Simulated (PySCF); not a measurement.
C7H5N, SMILES `N#Cc1ccccc1`.

Computed with PySCF, PBE0/def2-SVP, geometry: GFN2-xTB. No frequency check shows the geometry to be a minimum.

The calculation's input:

```python
import numpy as np
from pyscf import gto, scf, dft
from pyscf.scf import atom_ks, atom_hf
from scipy.linalg import block_diag

def solve(mol, dm0=None, hcore=None):
    mf = (dft.UKS if mol.spin else dft.RKS)(mol, xc='pbe0')
    mf.grids.level = 3
    mf = mf.density_fit(auxbasis='def2-universal-jkfit')
    mf.conv_tol, mf.max_cycle = 1e-8, 80
    if hcore is not None:
        mf.get_hcore = lambda *args: hcore
    mf.kernel(dm0)
    if not mf.converged:
        mf = mf.newton().run(mf.mo_coeff, mf.mo_occ, max_cycle=30)
    assert mf.converged, 'SCF not converged'
    return mf

mol = gto.M(atom='''
N     -3.16861    -0.00061     0.00000
C     -2.02224     0.00031     0.00000
C     -0.60784     0.00048     0.00000
C      0.08688     1.20975     0.00000
C      1.46862     1.20227     0.00000
C      2.15938    -0.00034     0.00000
C      1.46885    -1.20198     0.00000
C      0.08711    -1.20972     0.00000
H     -0.46178     2.14009     0.00000
H      2.00961     2.13676     0.00000
H      3.23924    -0.00059     0.00000
H      2.01001    -2.13637     0.00000
H     -0.46138    -2.14017     0.00000
''', basis='def2-svp', charge=0, spin=0, verbose=4)
mf = solve(mol)
out = dict(e0=mf.e_tot, dm0=mf.make_rdm1(), c=mf.mo_coeff, occ=mf.mo_occ, eps=mf.mo_energy)
for name, dq, spin in [('cation', 1, 1), ('anion', -1, 1)]:
    ion = mol.copy().set(charge=mol.charge + dq, spin=spin).build()
    mi = solve(ion)
    if spin and dq > 0 and mol.nao < 130:
        c, _, stable, _ = mi.stability(return_status=True)
        if not stable:
            mi = solve(ion, mi.make_rdm1(c, mi.mo_occ))
    print(name, 'vertical energy change / eV', (mi.e_tot - mf.e_tot) * 27.211386)
    out.update({'e_' + name: mi.e_tot, 'dm_' + name: mi.make_rdm1(), 's2_' + name: mi.spin_square()[0], 'eps_' + name: mi.mo_energy, 'occ_' + name: mi.mo_occ})
# spherically averaged free atoms, for the promolecule
atm = atom_ks.get_atm_nrks(mol, xc='pbe0')
pro = block_diag(*[(atm[a[0]][2] * atm[a[0]][3]) @ atm[a[0]][2].T for a in mol._atom])
np.savez('result.npz', pro=pro, **out)
```

Run with:

```sh
OMP_NUM_THREADS=1 python input.py
```

The run took 2.3 min on 1 thread of Arm Neoverse V1, with other jobs on the host, peak memory 0.68 GiB.

Partitions, critical points and surface values were worked out afterwards from this run's density.

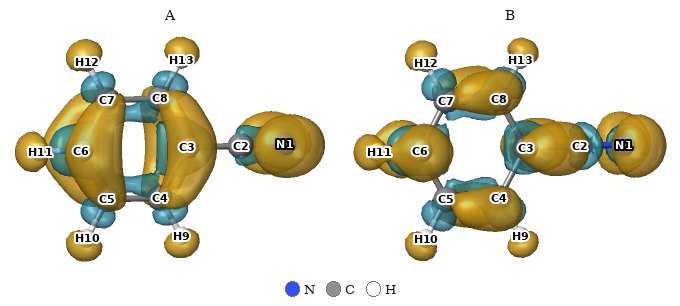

The two Fukui functions at ±0.02 e/Å³ (yellow positive, teal negative).

Which panel is f⁻ (electron removed) and which f⁺ (electron added)?

Answer. A is f⁻, B is f⁺. f⁻ (Hirshfeld-condensed) is largest on N1 (0.18), C6 (0.14) and C3 (0.11); the vertical ionisation energy is 9.68 eV (the stability of the cation's solution wasn't checked). f⁺ (Hirshfeld-condensed) is largest on N1 (0.16), C6 (0.13) and C3 (0.10); the vertical electron affinity is −0.38 eV (the stability of the anion's solution wasn't checked; negative, but this basis has no diffuse functions, so it doesn't show that the anion is unbound).

What chemical potential and hardness follow from the two energies?

Answer. μ = −(I + A)/2 = −4.65 eV and η = I − A = 10.06 eV.
